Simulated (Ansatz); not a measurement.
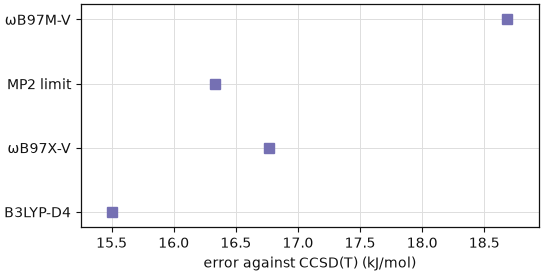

Error in the electronic atomisation energy (method less reference, so positive means overbinding) of C₂H₈AlB, SMILES [BH2][Al]([CH3])[CH3], singlet: functionals in def2-TZVPP against frozen-core CCSD(T) at the limit (MP2 extrapolated from triple and quadruple zeta, plus CCSD(T) less MP2 in a smaller set), which gives 4118.5 kJ/mol, at a PBE0-D4/def2-TZVP geometry (a minimum by its frequencies), no zero-point or spin-orbit term, the Ansatz code 0.2.0. The reference leaves out core correlation, a term that grows with the number of heavy atoms. Limit means the basis limit.

> What range do the values span?

From 15.5 kJ/mol (B3LYP-D4) to 18.7 kJ/mol (ωB97M-V).

> Which of these levels overbind, and which underbind?

Overbind: none clearly. Underbind: none clearly. Within 20 kJ/mol of zero, too close to call in view of what the reference leaves out: ωB97M-V, MP2 limit, ωB97X-V and B3LYP-D4.
